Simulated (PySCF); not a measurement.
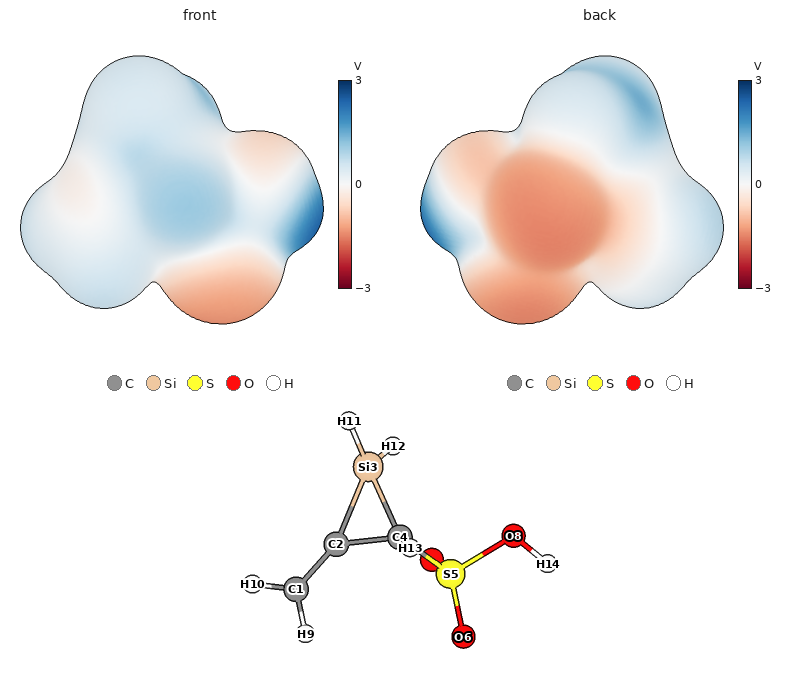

The picture shows: C$_{3}$H$_{6}$O$_{3}$SSi. The electrostatic potential painted on the density surface at 0.001 e/bohr³, seen from the front and from behind; the colour scale runs from red (negative) to blue (positive). The bare structure is drawn below in the same view.

Geometry: GFN2-xTB.

The calculation used PySCF, CAM-B3LYP/def2-SVPD, SCF density, gas phase.

```yaml
atoms:
  - { symbol: C, position_ang: [-2.3032, -0.3350, 0.5177] }
  - { symbol: C, position_ang: [-1.2002, 0.3798, 0.4738] }
  - { symbol: Si, position_ang: [-0.0957, 1.7793, -0.0423] }
  - { symbol: C, position_ang: [0.1924, 0.2163, 1.0113] }
  - { symbol: S, position_ang: [1.0132, -0.9510, -0.0020] }
  - { symbol: O, position_ang: [0.9338, -2.3017, 0.4689] }
  - { symbol: O, position_ang: [0.6626, -0.6842, -1.3642] }
  - { symbol: O, position_ang: [2.5628, -0.4890, 0.2165] }
  - { symbol: H, position_ang: [-2.3493, -1.2681, 1.0609] }
  - { symbol: H, position_ang: [-3.2040, -0.0235, 0.0146] }
  - { symbol: H, position_ang: [-0.2119, 2.9481, 0.8242] }
  - { symbol: H, position_ang: [0.5028, 1.9448, -1.3449] }
  - { symbol: H, position_ang: [0.3778, 0.0403, 2.0582] }
  - { symbol: H, position_ang: [3.1183, -1.2563, 0.3652] }
```

> Where is the surface potential most negative and most positive?

The most negative region (about −1.5 V) lies over O6 and O7, the most positive (about +2.3 V) over H14.

> How polar is the molecule by this calculation?

Its dipole moment is 3.25 D.
